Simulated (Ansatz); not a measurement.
## Geometry relaxation of BSiH6ClO2 (part 2 of 2)

Continued. System: BSiH6ClO2. Method: RKS PBE-D4/def2-SVP (Ansatz 0.2.0). The input holds or restrains some coordinates. It belongs to a series of runs on one base structure; here: pulled along the bonds that form and break, towards end A.

Geometry of the input (Å):
```
B  -0.6404  0.3959  0.1005
Si 1.2673  -0.7952  -0.2899
O  -0.6539  0.8266  -1.1927
O  -1.6722  -0.3178  0.6307
H  0.4708  0.5666  0.7200
Cl -0.1904  2.0219  1.4728
H  2.0833  -0.0541  -1.2379
H  2.0655  -1.4148  0.7695
H  0.5130  -1.8473  -0.9640
H  -1.5072  0.9924  -1.5900
H  -1.7358  -0.3744  1.5810
```

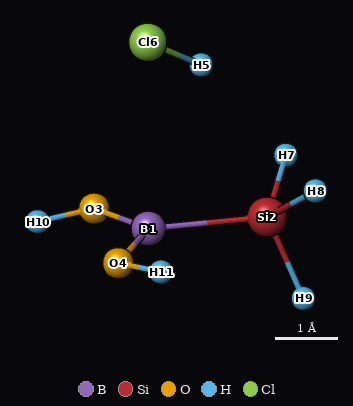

Figure 1. The geometry at step 12 of the log (ball-and-stick view, seen at a tilt; atoms are numbered from 1 in the order of the input).

**Trajectory as extended XYZ, continued**
```
11
Properties=species:S:1:pos:R:3:forces:R:3 step=4 energy=-25245.15715
B    -0.5645   -0.0437   -0.1724   -0.9718   0.8396   1.1267
Si    1.2582   -0.9150   -0.3903    0.5659   1.4052   1.5834
O    -0.6467    0.8160   -1.2361    0.0680  -0.6012  -0.5589
O    -1.6952   -0.3250    0.5990    0.2154   0.1080  -0.8317
H     0.2838    1.0294    1.0218   -0.0218   1.1115   0.6584
Cl   -0.0386    2.2061    1.6869    0.4161  -0.8666  -0.3065
H     2.0957   -0.0499   -1.2551    0.1717  -0.0418  -0.3156
H     2.0657   -1.4205    0.7722   -0.0898  -0.1261  -0.0188
H     0.4843   -1.9218   -1.0135   -0.4411  -1.7864  -1.1814
H    -1.5337    1.0002   -1.5854   -0.4398   0.1516   0.2324
H    -1.7091   -0.3760    1.5730    0.5274  -0.1938  -0.3879
11
Properties=species:S:1:pos:R:3:forces:R:3 step=5 energy=-25245.58996
B    -0.5678   -0.0521   -0.2006   -1.1560   0.9233   0.3582
Si    1.2059   -0.9078   -0.3597    0.7661  -0.0685   0.2513
O    -0.6774    0.7536   -1.3092   -0.2872  -0.2568  -0.2879
O    -1.6944   -0.3117    0.5516   -0.1394   0.2161  -0.1096
H     0.3095    1.1912    1.1258    0.0802   0.2752   0.1511
Cl    0.0142    2.2946    1.7912    0.1165  -0.1332   0.0187
H     2.0860   -0.0825   -1.2562   -0.0006  -0.1212  -0.0266
H     2.0357   -1.4330    0.7806   -0.1486  -0.0234   0.0726
H     0.5566   -2.0355   -1.0867    0.2543  -0.5243  -0.3198
H    -1.5921    1.0116   -1.5580    0.0963  -0.0683   0.3157
H    -1.6762   -0.4286    1.5211    0.4184  -0.2189  -0.4237
11
Properties=species:S:1:pos:R:3:forces:R:3 step=6 energy=-25245.82471
B    -0.5848    0.0133   -0.2235   -1.1857   0.3059  -0.2313
Si    1.1599   -0.9182   -0.3338    0.8482  -0.1823  -0.0722
O    -0.7559    0.7457   -1.3733    0.0321  -0.0124   0.0805
O    -1.6923   -0.2547    0.5431   -0.1162   0.1935   0.2360
H     0.3407    1.2364    1.1132    0.0635   0.2998   0.1812
Cl    0.0857    2.3355    1.7992    0.1199  -0.1590  -0.0442
H     2.0819   -0.1122   -1.2051    0.0728  -0.0496   0.0294
H     1.9316   -1.4257    0.8540   -0.1359   0.0477   0.1092
H     0.6715   -2.0990   -1.1171    0.1141  -0.2792  -0.1087
H    -1.6729    1.0601   -1.5114   -0.0037  -0.0934   0.1553
H    -1.5656   -0.5814    1.4544    0.1910  -0.0709  -0.3353
11
Properties=species:S:1:pos:R:3:forces:R:3 step=7 energy=-25245.95121
B    -0.6286    0.0014   -0.2810   -1.2430   0.5681  -0.2178
Si    1.1175   -0.9416   -0.3676    0.8459  -0.5454   0.0013
O    -0.8300    0.7889   -1.3875   -0.0196  -0.0989   0.0508
O    -1.6938   -0.1700    0.5798    0.5060  -0.5648   0.5228
H     0.4851    1.2714    1.1111   -0.1419   0.5464   0.3199
Cl    0.0584    2.3389    1.7700    0.2996  -0.3603  -0.1775
H     2.1221   -0.1473   -1.1638   -0.0391  -0.0361   0.0574
H     1.7742   -1.3512    0.9403   -0.1545   0.0542  -0.1161
H     0.8033   -2.2097   -1.1411    0.1048   0.0598   0.0951
H    -1.7486    1.1278   -1.4370    0.0684  -0.0262   0.0970
H    -1.4596   -0.7089    1.3769   -0.2265   0.4032  -0.6330
11
Properties=species:S:1:pos:R:3:forces:R:3 step=8 energy=-25245.95129
B    -0.6560    0.0052   -0.2971   -1.3325   0.3766  -0.3207
Si    1.0898   -0.9299   -0.3772    0.8640  -0.5910   0.1421
O    -0.8898    0.7967   -1.3912    0.2373  -0.0731   0.0671
O    -1.7069   -0.2225    0.5694   -0.1802   1.2316  -1.8993
H     0.6705    1.3229    1.1146   -0.1651   0.4036   0.2309
Cl    0.0921    2.3190    1.7537    0.2874  -0.2450  -0.1164
H     2.1260   -0.1370   -1.1290    0.0002   0.0019   0.0540
H     1.6570   -1.3121    0.9792   -0.0307   0.0731  -0.1001
H     0.8791   -2.2335   -1.1183    0.0013   0.0712   0.0296
H    -1.8025    1.1379   -1.4037   -0.1904   0.0661   0.0612
H    -1.4595   -0.7469    1.2996    0.5085  -1.3151   1.8517
11
Properties=species:S:1:pos:R:3:forces:R:3 step=9 energy=-25246.01592
B    -0.6912   -0.0154   -0.3322   -1.1087   0.4627  -0.1097
Si    1.0719   -0.9196   -0.3597    0.7685  -0.5428   0.0596
O    -0.9192    0.8035   -1.4056    0.0409  -0.0339  -0.0020
O    -1.7338   -0.2442    0.5403    0.2772  -0.1973   0.0485
H     0.8487    1.3893    1.0839   -0.3574   0.5038   0.3364
Cl    0.0914    2.2471    1.7497    0.4731  -0.3326  -0.2194
H     2.1177   -0.1189   -1.0878    0.0190   0.0186   0.0228
H     1.6248   -1.2789    1.0055   -0.0494   0.0576  -0.0382
H     0.8895   -2.2250   -1.0933    0.0561  -0.0319  -0.0183
H    -1.8305    1.1592   -1.4019   -0.0192  -0.0090   0.0564
H    -1.4693   -0.7972    1.3009   -0.1001   0.1048  -0.1361
11
Properties=species:S:1:pos:R:3:forces:R:3 step=10 energy=-25246.03994
B    -0.7130   -0.0033   -0.3449   -0.9419   0.2258  -0.3166
Si    1.0422   -0.9230   -0.3449    0.8680  -0.4126  -0.0192
O    -0.9619    0.8838   -1.3583   -0.0046  -0.0273   0.1736
O    -1.7406   -0.3595    0.4974    0.0914  -0.0329   0.1437
H     0.9390    1.4377    1.0139   -0.2780   0.4346   0.2509
Cl    0.1719    2.3085    1.6396    0.3758  -0.2906  -0.1554
H     2.1353   -0.1305   -1.0183   -0.0065  -0.0058   0.0446
H     1.5053   -1.2353    1.0631   -0.0016   0.0120  -0.0117
H     0.9376   -2.2520   -1.0550   -0.0054   0.0227   0.0087
H    -1.8710    1.2422   -1.2936    0.0190  -0.0306  -0.0077
H    -1.4448   -0.9687    1.2010   -0.1162   0.1047  -0.1109
11
Properties=species:S:1:pos:R:3:forces:R:3 step=11 energy=-25246.04634
B    -0.7446   -0.0368   -0.3683   -0.8367   0.4384  -0.0644
Si    1.0310   -0.9171   -0.3318    0.7977  -0.5069   0.0318
O    -0.9791    0.8932   -1.3454   -0.0535  -0.0991   0.0648
O    -1.7645   -0.3671    0.4949    0.0401  -0.0651  -0.0601
H     1.0496    1.5268    0.8837   -0.6745   0.6544   0.6199
Cl    0.1951    2.2040    1.6638    0.7864  -0.4931  -0.5338
H     2.1404   -0.1056   -0.9560   -0.0453   0.0273  -0.0006
H     1.4658   -1.2107    1.0891   -0.0311  -0.0177  -0.0205
H     0.9730   -2.2485   -1.0442    0.0482   0.0266   0.0036
H    -1.8846    1.2586   -1.2683    0.0278  -0.0202   0.0013
H    -1.4820   -0.9970    1.1825   -0.0590   0.0554  -0.0420
11
Properties=species:S:1:pos:R:3:forces:R:3 step=12 energy=-25246.08563
B    -0.7740   -0.0374   -0.3309   -0.8897   0.2929  -0.1367
Si    1.0119   -0.8929   -0.2814    0.7876  -0.4982   0.0739
O    -0.9893    0.9229   -1.2820   -0.1636  -0.0901   0.0010
O    -1.8364   -0.4513    0.4437    0.1066   0.0216   0.0083
H     1.1953    1.6116    0.7760   -0.4490   0.4326   0.4288
Cl    0.3497    2.2007    1.6110    0.5439  -0.2993  -0.3657
H     2.1097   -0.0336   -0.8631   -0.0227   0.0414   0.0286
H     1.4294   -1.2453    1.1294   -0.0110  -0.0033  -0.0166
H     1.0015   -2.1939   -1.0528    0.0268   0.0516   0.0001
H    -1.9265    1.2141   -1.2753    0.1299   0.0096   0.0418
H    -1.5713   -1.0952    1.1254   -0.0587   0.0413  -0.0634
11
Properties=species:S:1:pos:R:3:forces:R:3 step=13 energy=-25246.09286 accepted=F
B    -0.7993   -0.0664   -0.3494   -0.8861   0.3043   0.0485
Si    0.9984   -0.8914   -0.2478    0.8061  -0.4807   0.0087
O    -1.0097    0.8888   -1.3065   -0.1233  -0.0028   0.0315
O    -1.8573   -0.4390    0.4530    0.0450   0.0812  -0.1888
H     1.2241    1.6937    0.6047   -0.7723   0.4309   1.0033
Cl    0.4415    2.0615    1.6454    0.8528  -0.3005  -0.9576
H     2.0785    0.0368   -0.7634   -0.0315   0.0049   0.0160
H     1.3901   -1.2608    1.1655   -0.0473  -0.0237  -0.0455
H     1.0635   -2.1622   -1.0689    0.0570   0.0705   0.0262
H    -1.9264    1.2348   -1.2542    0.1029  -0.0496  -0.0116
H    -1.6035   -1.0960    1.1216   -0.0031  -0.0345   0.0694
11
Properties=species:S:1:pos:R:3:forces:R:3 step=14 energy=-25246.10718
B    -0.7868   -0.0491   -0.3251   -0.9158   0.2607  -0.1603
Si    1.0041   -0.8920   -0.2614    0.7879  -0.4320   0.0527
O    -1.0061    0.8965   -1.2894   -0.0820  -0.0140   0.0093
O    -1.8531   -0.4518    0.4481    0.0651   0.0046   0.0326
H     1.2417    1.6382    0.7163   -0.3742   0.3473   0.3652
Cl    0.4032    2.1801    1.5837    0.4661  -0.2258  -0.3149
H     2.0944    0.0178   -0.7836   -0.0248   0.0192   0.0324
H     1.4010   -1.2899    1.1412   -0.0133  -0.0117  -0.0025
H     1.0367   -2.1551   -1.0900    0.0358   0.0323  -0.0068
H    -1.9358    1.2075   -1.2665    0.0944  -0.0174   0.0200
H    -1.5993   -1.1024    1.1267   -0.0391   0.0369  -0.0278
11
Properties=species:S:1:pos:R:3:forces:R:3 step=15 energy=-25246.12973
B    -0.8095   -0.0657   -0.3281   -0.8532   0.2838  -0.1215
Si    0.9922   -0.8823   -0.2449    0.7803  -0.4722   0.0525
O    -1.0260    0.8690   -1.3031   -0.0526  -0.0093  -0.0197
O    -1.8733   -0.4480    0.4567    0.0133   0.0053   0.0170
H     1.2938    1.6714    0.6472   -0.2893   0.2255   0.3028
Cl    0.4717    2.1105    1.5793    0.3669  -0.1059  -0.2492
H     2.0741    0.0705   -0.7014   -0.0045   0.0474   0.0197
H     1.3607   -1.3236    1.1515   -0.0103  -0.0149  -0.0022
H     1.0914   -2.1067   -1.1253    0.0224   0.0307   0.0013
H    -1.9518    1.1882   -1.2817    0.0434  -0.0089   0.0193
H    -1.6234   -1.0835    1.1499   -0.0164   0.0185  -0.0202
11
Properties=species:S:1:pos:R:3:forces:R:3 step=16 energy=-25246.13558
B    -0.8239   -0.0806   -0.3211   -0.8606   0.2287  -0.1188
Si    0.9818   -0.8856   -0.2188    0.8707  -0.4196   0.0012
O    -1.0353    0.8388   -1.3120    0.0001   0.0233  -0.0152
O    -1.8913   -0.4399    0.4684   -0.0191   0.0162   0.0187
H     1.2974    1.7249    0.5128   -0.4290   0.1969   0.6121
Cl    0.5659    2.0414    1.5791    0.4707  -0.0774  -0.5287
H     2.0428    0.1428   -0.5786   -0.0403  -0.0810   0.0154
H     1.3136   -1.4014    1.1632   -0.0069   0.0072  -0.0502
H     1.1559   -2.0482   -1.1777    0.0031   0.1062   0.0645
H    -1.9548    1.1733   -1.2887    0.0065  -0.0118   0.0131
H    -1.6521   -1.0658    1.1734    0.0048   0.0112  -0.0120
11
Properties=species:S:1:pos:R:3:forces:R:3 step=17 energy=-25246.14120
B    -0.8132   -0.0853   -0.3018   -0.9903   0.2783  -0.2528
Si    0.9825   -0.9155   -0.2243    0.8312  -0.3299   0.0463
O    -1.0415    0.7867   -1.3339    0.0276  -0.0150   0.0798
O    -1.8729   -0.3951    0.5198    0.0830   0.0133   0.0150
H     1.2880    1.6757    0.5379   -0.2447   0.1768   0.2832
Cl    0.5065    2.1812    1.4722    0.2988  -0.0867  -0.2032
H     2.0553    0.1410   -0.4232   -0.0003  -0.0422  -0.0040
H     1.2688   -1.5850    1.0976    0.0006   0.0122   0.0114
H     1.2001   -1.9477   -1.3031   -0.0045   0.0149   0.0017
H    -1.9543    1.1374   -1.2835    0.0203  -0.0016  -0.0234
H    -1.6195   -0.9937    1.2424   -0.0216  -0.0202   0.0461
11
Properties=species:S:1:pos:R:3:forces:R:3 step=18 energy=-25246.11019 accepted=F
B    -0.8187   -0.0874   -0.3170   -0.8508   0.2930  -0.0815
Si    0.9850   -0.8974   -0.2142    0.8591  -0.4223   0.0147
O    -1.0276    0.8171   -1.3230   -0.0004   0.0000  -0.0149
O    -1.8792   -0.4050    0.4989    0.0077  -0.0097  -0.0222
H     1.2181    1.7433    0.4319   -0.6487   0.2892   1.1595
Cl    0.5648    2.0330    1.5848    0.6907  -0.1648  -1.0576
H     2.0638    0.1324   -0.4950   -0.0323  -0.0183  -0.0046
H     1.2833   -1.4898    1.1420   -0.0024   0.0064  -0.0106
H     1.1900   -1.9945   -1.2329   -0.0138   0.0144   0.0169
H    -1.9424    1.1633   -1.2921   -0.0099   0.0072   0.0040
H    -1.6370   -1.0151    1.2166    0.0009   0.0049  -0.0036
11
Properties=species:S:1:pos:R:3:forces:R:3 step=19 energy=-25246.14077
B    -0.8163   -0.0907   -0.3144   -0.8934   0.3399  -0.1038
Si    0.9847   -0.9078   -0.2220    0.8314  -0.3997   0.0354
O    -1.0340    0.7993   -1.3318    0.0017  -0.0278   0.0118
O    -1.8704   -0.3906    0.5175    0.0428  -0.0253  -0.0277
H     1.2430    1.7063    0.4881   -0.3436   0.2064   0.4996
Cl    0.5220    2.1056    1.5275    0.3979  -0.0937  -0.4068
H     2.0667    0.1285   -0.4562   -0.0156   0.0037  -0.0090
H     1.2751   -1.5411    1.1170   -0.0078   0.0020   0.0002
H     1.1961   -1.9667   -1.2750   -0.0019  -0.0154  -0.0023
H    -1.9458    1.1523   -1.2879   -0.0010   0.0079  -0.0082
H    -1.6211   -0.9953    1.2373   -0.0106   0.0022   0.0109
11
Properties=species:S:1:pos:R:3:forces:R:3 step=20 energy=-25246.14635
B    -0.8128   -0.0850   -0.3162   -0.8433   0.2726  -0.1187
Si    0.9870   -0.9051   -0.2257    0.8109  -0.4026   0.0321
O    -1.0316    0.8047   -1.3325   -0.0054   0.0101  -0.0059
O    -1.8652   -0.3959    0.5116   -0.0177  -0.0060   0.0080
H     1.2258    1.7069    0.4992   -0.2123   0.1445   0.3236
Cl    0.5258    2.0939    1.5459    0.2695  -0.0275  -0.2371
H     2.0671    0.1254   -0.4865   -0.0003   0.0008   0.0007
H     1.2777   -1.5180    1.1225    0.0067   0.0022   0.0028
H     1.1860   -1.9859   -1.2598   -0.0031  -0.0016   0.0011
H    -1.9441    1.1561   -1.2926   -0.0046   0.0034  -0.0031
H    -1.6156   -0.9972    1.2341   -0.0004   0.0042  -0.0035
```

**Results in brief**

```tsv
quantity	value
outcome	converged under the restraints of the input
total energy	−25246.1464 eV
mean-field energy	−25245.9118 eV
largest force (length of the vector) at the end, held atoms and coordinates included	0.906 eV/Å
wall time	27 s (CPU time 50 s)
peak memory	0.17 GiB
```
